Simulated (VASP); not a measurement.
Band structure of MoP (relaxed from the CsCl structure, space group Pm-3m). Level of theory: PBEsol GGA, VASP's PBE PAW potentials (set 64) (plane waves; VASP).

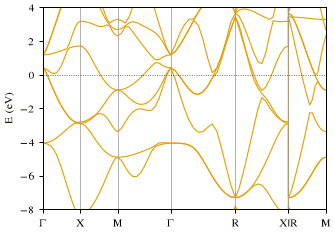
Figure: Bands along high-symmetry lines, zero at the valence-band maximum or, without a gap, the Fermi level

### Question
Read the plot: is there a gap, and where are the band edges?

### Answer
It has no gap at this level: it comes out as a metal or semimetal. (Edges off the drawn lines would not show.)

The structure was generated: MoP was put into the CsCl type (Pm-3m), which need not be its known phase. It was relaxed first. The electron count is odd and the run is not spin-polarised, which forces a metal.
